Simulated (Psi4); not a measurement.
# One shape, several levels: GeH2S (SMILES [SH][GeH])

Wanted: a comparison of 6 runs (HF/3-21G, HF/cc-pVDZ, HF/def2-SVP, B3LYP/6-31G*, B3LYP/6-31G**, PKZB/cc-pVTZ) of GeH2S. 

The calculation is run with Psi4 1.11.

5 further runs of the same task are left out: 2 for a known fault of the program, 1 that didn't finish, 2 set aside as unsound or not needed.

### Step 1. The structure to begin with

The species is GeH2S (4 atoms), meant as a singlet with charge 0. SMILES: `[SH][GeH]`. Geometry: relaxed at PBE0-D4/def2-TZVP.

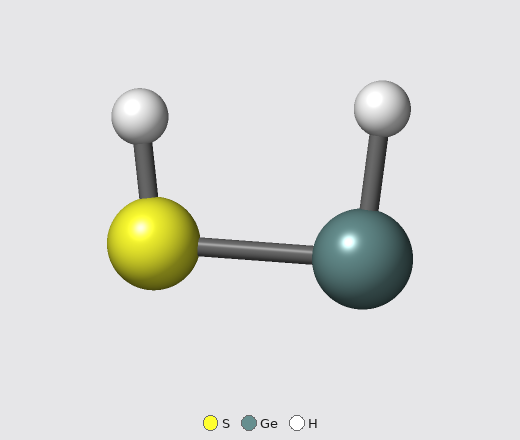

The structure, seen from a chosen angle (sulfur yellow, germanium teal, hydrogen white).

### Step 2. The energy at HF/3-21G (run 1)

Input file geh2s.xyz:

```xyz
4
GeH2S
S     -0.443300    -1.201800     0.271700
Ge    -0.841700     0.737900    -0.743600
H      0.779200    -0.962100     0.771200
H      0.561200     1.365900    -0.319400
```

Input file run_ase.py:

```python
import numpy as np
from ase.calculators.psi4 import Psi4
from ase.io import read

mol = read('geh2s.xyz')
calc = Psi4(atoms=mol, method='hf', basis='3-21G', memory='1600MB', num_threads=1, charge=0, multiplicity=1, label='geh2s')
calc.psi4.set_options({'puream': True, 'e_convergence': 1e-09, 'd_convergence': 1e-08, 'scf_type': 'pk'})
mol.calc = calc

print(f'energy: {mol.get_potential_energy():.6f} eV')
```

Run with:

```console
python run_ase.py
```

geh2s.dat:

```text
[...]
  Running in c1 symmetry.
[...]
  Nuclear repulsion =  147.947927550731919
[...]
  Multiplicity = 1
[...]
  Nalpha       = 25
  Nbeta        = 25
[...]
    Number of basis functions: 39
[...]
   @RHF iter   1: -2461.43544696196341   -3.92739e+00   2.28007e-02 DIIS/ADIIS
[...]
   @RHF iter  11: -2462.04734109516357    1.81899e-12   2.73535e-09 DIIS
[...]
    Orbital Energies [Eh]
    ---------------------
    Doubly Occupied:
       1A   -402.703632     2A    -91.311526     3A    -51.930948
       4A    -45.941714     5A    -45.941197     6A    -45.940366
       7A     -8.913294     8A     -7.162946     9A     -6.588088
      10A     -6.585593    11A     -6.583546    12A     -5.117097
      13A     -5.114561    14A     -5.109614    15A     -1.567072
      16A     -1.566238    17A     -1.560645    18A     -1.557940
      19A     -1.555979    20A     -0.986581    21A     -0.666973
      22A     -0.550065    23A     -0.416499    24A     -0.396627
      25A     -0.349425
[...]
  @RHF Final Energy: -2462.04734109516357
   => Energetics <=
    Nuclear Repulsion Energy =            147.9479275507319187
    One-Electron Energy =               -3727.7542059995271302
    Two-Electron Energy =                1117.7589373536320636
    Total Energy =                      -2462.0473410951631195
[...]
 Multipole Moments:
 ------------------------------------------------------------------------------------
     Multipole            Electronic (a.u.)      Nuclear  (a.u.)        Total (a.u.)
 ------------------------------------------------------------------------------------
 L = 1.  Multiply by 2.5417464519 to convert [e a0] to [Debye]
 Dipole X            :         -3.4599054            3.9383739            0.4784685
 Dipole Y            :          6.2300612           -5.4256735            0.8043877
 Dipole Z            :         -4.3325727            4.2278567           -0.1047159
 Magnitude           :                                                    0.9417734
[...]
```

Standard output:

```text
energy: -66995.720609 eV
```

Run time: 2.8 s. Hardware: 1 thread of Intel Xeon Platinum 8259CL at 2.50GHz (Skylake/Cascade Lake), shared host; peak memory 0.24 GiB.

### Step 3. A single-point energy at HF/cc-pVDZ (run 2)

Input file job.json:

```json
{
  "schema_name": "qcschema_input",
  "schema_version": 1,
  "molecule": {
    "schema_name": "qcschema_molecule",
    "schema_version": 2,
    "symbols": ["S", "Ge", "H", "H"],
    "geometry": [-0.83771559, -2.27107286, 0.51343859, -1.59058248, 1.39442891, -1.40520035, 1.4724746, -1.8181055, 1.45735679, 1.0605143, 2.58117691, -0.60357852],
    "molecular_charge": 0,
    "molecular_multiplicity": 1,
    "fix_symmetry": "c1"
  },
  "driver": "energy",
  "model": {
    "method": "hf",
    "basis": "cc-pVDZ"
  },
  "keywords": {
    "puream": true,
    "e_convergence": 1e-09,
    "d_convergence": 1e-08,
    "scf_type": "pk"
  }
}
```

Run with:

```console
psi4 --qcschema job.json -n 1 --memory 1600MB
```

stdout:

```text
[...]
  Running in c1 symmetry.
[...]
  Nuclear repulsion =  147.947927365054511
[...]
  Multiplicity = 1
[...]
  Nalpha       = 25
  Nbeta        = 25
[...]
    Number of basis functions: 55
[...]
   @RHF iter   1: -2473.25074012869254   -3.91120e+00   2.04390e-02 ADIIS/DIIS
[...]
   @RHF iter  12: -2474.03242061209812   -6.36646e-12   6.82779e-09 DIIS
[...]
    Orbital Energies [Eh]
    ---------------------
    Doubly Occupied:
       1A   -405.314805     2A    -91.954985     3A    -52.215487
       4A    -46.304286     5A    -46.303089     6A    -46.302412
       7A     -8.959151     8A     -7.230194     9A     -6.640761
      10A     -6.639162    11A     -6.638000    12A     -5.205522
      13A     -5.201282    14A     -5.197198    15A     -1.673161
      16A     -1.671089    17A     -1.665845    18A     -1.663771
      19A     -1.659796    20A     -0.965314    21A     -0.659610
      22A     -0.548341    23A     -0.416583    24A     -0.387969
      25A     -0.347115
[...]
  @RHF Final Energy: -2474.03242061209812
   => Energetics <=
    Nuclear Repulsion Energy =            147.9479273650545110
    One-Electron Energy =               -3740.4308460382485464
    Two-Electron Energy =                1118.4504980610959137
    Total Energy =                      -2474.0324206120981216
[...]
 Multipole Moments:
 ------------------------------------------------------------------------------------
     Multipole            Electronic (a.u.)      Nuclear  (a.u.)        Total (a.u.)
 ------------------------------------------------------------------------------------
 L = 1.  Multiply by 2.5417464519 to convert [e a0] to [Debye]
 Dipole X            :         -3.6031532            3.9383739            0.3352208
 Dipole Y            :          5.8490040           -5.4256735            0.4233305
 Dipole Z            :         -4.2419778            4.2278567           -0.0141211
 Magnitude           :                                                    0.5401676
[...]
```

The result, in JSON:

```text
{
 "driver": "energy",
 "model": {
  "method": "hf",
  "basis": "cc-pVDZ"
 },
 "success": true,
 "return_result": -2474.032420612098,
 "properties": {
  "calcinfo_nbasis": 55,
  "calcinfo_nmo": 55,
  "calcinfo_nalpha": 25,
  "calcinfo_nbeta": 25,
  "calcinfo_natom": 4,
  "nuclear_repulsion_energy": 147.9479273650545,
  "return_energy": -2474.032420612098,
  "scf_one_electron_energy": -3740.4308460382485,
  "scf_two_electron_energy": 1118.450498061096,
  "scf_dipole_moment": [0.3352207525386546, 0.4233304594719298, -0.014121062593699385],
  "scf_total_energy": -2474.032420612098,
  "scf_iterations": 12
 }
}
```

It took 19 s on 1 thread of Intel Xeon Platinum 8259CL at 2.50GHz (Skylake/Cascade Lake), shared host; peak memory 0.43 GiB.

Runs 3 to 4 aren't shown in full; the table further down has their settings and results.

### Step 4. A single-point energy at B3LYP/6-31G(d,p) (spherical functions) (run 5)

Input file input.json:

```json
{
  "schema_name": "qcschema_input",
  "schema_version": 1,
  "molecule": {
    "schema_name": "qcschema_molecule",
    "schema_version": 2,
    "symbols": ["S", "Ge", "H", "H"],
    "geometry": [-0.83771559, -2.27107286, 0.51343859, -1.59058248, 1.39442891, -1.40520035, 1.4724746, -1.8181055, 1.45735679, 1.0605143, 2.58117691, -0.60357852],
    "molecular_charge": 0,
    "molecular_multiplicity": 1,
    "fix_symmetry": "c1",
    "fix_com": true,
    "fix_orientation": true
  },
  "driver": "energy",
  "model": {
    "method": "b3lyp",
    "basis": "6-31G**"
  },
  "keywords": {
    "puream": true,
    "e_convergence": 1e-09,
    "d_convergence": 1e-08,
    "scf_type": "pk",
    "dft_radial_points": 99,
    "dft_spherical_points": 590,
    "scf_properties": ["LOWDIN_CHARGES", "WIBERG_LOWDIN_INDICES", "MAYER_INDICES"]
  }
}
```

Run with:

```console
psi4 --qcschema input.json -n 1 --memory 1600MB
```

stdout:

```text
[...]
  Running in c1 symmetry.
[...]
  Nuclear repulsion =  147.947927365054483
[...]
  Multiplicity = 1
[...]
  Nalpha       = 25
  Nbeta        = 25
[...]
    Number of basis functions: 60
[...]
   @RKS iter   1: -2474.62831399678180   -2.04813e+00   4.50911e-02 DIIS/ADIIS
[...]
   @RKS iter  13: -2476.15958122583879   -4.54747e-13   1.17558e-09 DIIS
[...]
    Orbital Energies [Eh]
    ---------------------
    Doubly Occupied:
       1A   -398.745215     2A    -88.868967     3A    -49.821990
       4A    -44.347164     5A    -44.345282     6A    -44.343946
       7A     -7.947711     8A     -6.249569     9A     -5.910432
      10A     -5.906195    11A     -5.904739    12A     -4.424578
      13A     -4.418881    14A     -4.413799    15A     -1.226616
      16A     -1.225052    17A     -1.220691    18A     -1.218270
      19A     -1.215975    20A     -0.738691    21A     -0.511574
      22A     -0.416426    23A     -0.305951    24A     -0.285043
      25A     -0.254615
[...]
  @RKS Final Energy: -2476.15958122583879
   => Energetics <=
    Nuclear Repulsion Energy =            147.9479273650544826
    One-Electron Energy =               -3739.8705738966855279
    Two-Electron Energy =                1200.6350608836537504
    DFT Exchange-Correlation Energy =     -84.8719955778617248
    Empirical Dispersion Energy =           0.0000000000000000
    VV10 Nonlocal Energy =                  0.0000000000000000
    Total Energy =                      -2476.1595812258387923
[...]
 Multipole Moments:
 ------------------------------------------------------------------------------------
     Multipole            Electronic (a.u.)      Nuclear  (a.u.)        Total (a.u.)
 ------------------------------------------------------------------------------------
 L = 1.  Multiply by 2.5417464519 to convert [e a0] to [Debye]
 Dipole X            :         62.1697273          -61.7690999            0.4006274
 Dipole Y            :         -8.7437225            9.0476308            0.3039082
 Dipole Z            :         35.9660965          -35.8976155            0.0684810
 Magnitude           :                                                    0.5074960
[...]
```

The result, in JSON:

```text
{
 "driver": "energy",
 "model": {
  "method": "b3lyp",
  "basis": "6-31G**"
 },
 "success": true,
 "return_result": -2476.159581225839,
 "properties": {
  "calcinfo_nbasis": 60,
  "calcinfo_nmo": 60,
  "calcinfo_nalpha": 25,
  "calcinfo_nbeta": 25,
  "calcinfo_natom": 4,
  "nuclear_repulsion_energy": 147.94792736505448,
  "return_energy": -2476.159581225839,
  "scf_one_electron_energy": -3739.8705738966855,
  "scf_two_electron_energy": 1200.6350608836538,
  "scf_xc_energy": -84.87199557786172,
  "scf_dipole_moment": [0.40062742307274135, 0.3039082344084285, 0.06848103856232512],
  "scf_total_energy": -2476.159581225839,
  "scf_iterations": 13
 }
}
```

Run time: 11 s. Hardware: 1 thread of Intel Xeon Platinum 8259CL at 2.50GHz (Skylake/Cascade Lake), shared host; peak memory 0.55 GiB.

### Step 5. A single-point energy at PKZB/cc-pVTZ (ZORA) (run 6)

Input file job.in:

```
memory 1.6 GB

molecule geom {
  0 1
  S     -0.443300    -1.201800     0.271700
  Ge    -0.841700     0.737900    -0.743600
  H      0.779200    -0.962100     0.771200
  H      0.561200     1.365900    -0.319400
}

set basis cc-pVTZ
set scf_type pk
set e_convergence 1e-11
set relativistic zora

result, w = energy('pkzb', return_wfn=True)
```

Run with:

```console
psi4 -n 1 job.in job.out
```

job.out:

```text
[...]
  Running in c1 symmetry.
[...]
  Nuclear repulsion =  147.947927550731919
[...]
  Multiplicity = 1
[...]
  Nalpha       = 25
  Nbeta        = 25
[...]
    Number of basis functions: 105
[...]
   @RKS iter   1: -2505.92676390605357   -1.68454e+00   2.18110e-02 ADIIS/DIIS
[...]
   @RKS iter  14: -2507.52838942204016   -2.27374e-12   8.09880e-10 DIIS
[...]
    Orbital Energies [Eh]
    ---------------------
    Doubly Occupied:
       1A   -408.079532     2A    -88.685036     3A    -50.608581
       4A    -44.371740     5A    -44.369289     6A    -44.367825
       7A     -7.762799     8A     -6.190993     9A     -5.709543
      10A     -5.704918    11A     -5.703975    12A     -4.265167
      13A     -4.257663    14A     -4.252225    15A     -1.074893
      16A     -1.073157    17A     -1.068942    18A     -1.064967
      19A     -1.063322    20A     -0.672794    21A     -0.463868
      22A     -0.372044    23A     -0.268961    24A     -0.252018
      25A     -0.221830
[...]
  @RKS Final Energy: -2507.52838942204016
   => Energetics <=
    Nuclear Repulsion Energy =            147.9479275507319187
    One-Electron Energy =               -3775.2038160815491210
    Two-Electron Energy =                1223.5618142596445068
    DFT Exchange-Correlation Energy =    -103.8343151508673117
    Empirical Dispersion Energy =           0.0000000000000000
    VV10 Nonlocal Energy =                  0.0000000000000000
    Total Energy =                      -2507.5283894220401635
[...]
 Multipole Moments:
 ------------------------------------------------------------------------------------
     Multipole            Electronic (a.u.)      Nuclear  (a.u.)        Total (a.u.)
 ------------------------------------------------------------------------------------
 L = 1.  Multiply by 2.5417464519 to convert [e a0] to [Debye]
 Dipole X            :         -3.6863318            3.9383739            0.2520421
 Dipole Y            :          5.6267774           -5.4256735            0.2011039
 Dipole Z            :         -4.1889665            4.2278567            0.0388902
 Magnitude           :                                                    0.3247775
[...]
```

Wall time 1.8 min (1 thread of Intel Xeon Platinum 8259CL at 2.50GHz (Skylake/Cascade Lake), shared host); peak memory 1.6 GiB.

### Step 6. The series

| run | level | task | properties | energy (Eh) | dipole moment (D) | HOMO energy (eV) | LUMO energy (eV) | wall time |
| --- | --- | --- | --- | --- | --- | --- | --- | --- |
| 1 | HF/3-21G | energy | – | -2462.047341 | 2.39 | -9.51 | 0.18 | 2.8 s |
| 2 | HF/cc-pVDZ | energy | – | -2474.032421 | 1.37 | -9.45 | 0.49 | 19 s |
| 3 | HF/def2-SVP | gradient | (mayer, wiberg, mulliken) | -2473.671878 | 1.37 | -9.42 | 0.53 | 4.8 s |
| 4 | B3LYP/6-31G* (Cartesian functions) | energy | (mayer, dipole, mulliken) | -2476.163250 | 1.30 | -6.94 | -2.77 | 8.4 s |
| 5 | B3LYP/6-31G** (spherical functions) | energy | (lowdin, wiberg, mayer) | -2476.159581 | 1.29 | -6.93 | -2.78 | 11 s |
| 6 | PKZB/cc-pVTZ (ZORA) | energy | – | -2507.528389 | 0.83 | -6.04 | -3.12 | 1.8 min |

### Step 7. What came out

| quantity | value |
| --- | --- |
| run 6: total energy | -2507.52839 Eh |
| run 6: dipole moment | 0.83 D |
| run 6: HOMO energy | -6.04 eV |
| run 6: LUMO energy | -3.12 eV |
| run 6: HOMO–LUMO gap | 2.92 eV |

The dipole moment (its size) runs from 0.83 D (PKZB/cc-pVTZ) to 2.39 D (HF/3-21G). The two ends differ in method and basis and Hamiltonian. The HOMO–LUMO gap runs from 2.92 eV (PKZB/cc-pVTZ) to 9.95 eV (HF/def2-SVP). Totals of different functionals can't be ranked against each other. Some runs of one species differ in core potentials or relativity; totals across that change don't compare. All runs together took 2.5 min, the longest 1.8 min.
